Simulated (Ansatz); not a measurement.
Al$_{12}$H$_{30}$N$_{12}$, 54 atoms.

Geometry: PBE-D4/def2-SVP.

Level of theory: RKS PBE0-D4/def2-SVP in Ansatz.

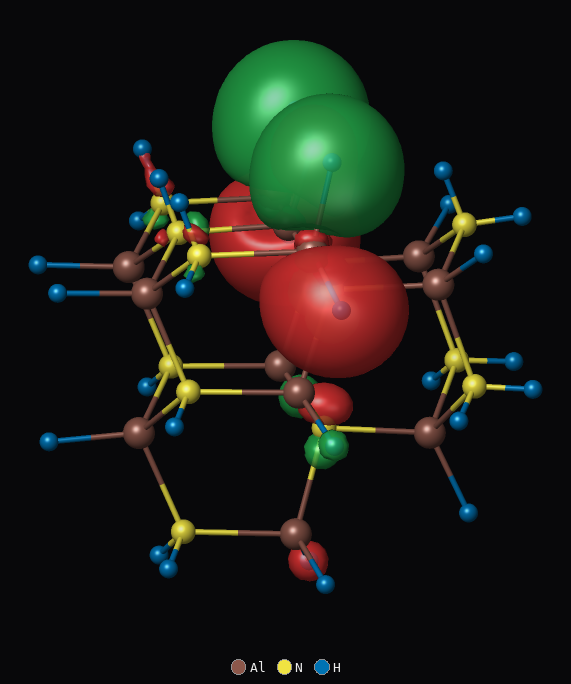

Al$_{12}$H$_{30}$N$_{12}$ (Al12N12 wurtzite hole sphere). The HOMO−1 at ±0.06 Å⁻³ᐟ² (green and red are the two phases), seen at a tilt.

Question: What is the character of this orbital?

Answer: It lies mainly on Al23 (about 15 %), Al11 (about 15 %), H37 (about 15 %), H52 (about 15 %), H51 (about 15 %) and H36 (about 15 %). It is one of a degenerate set, so its orientation is arbitrary. Its energy is −7.36 eV.
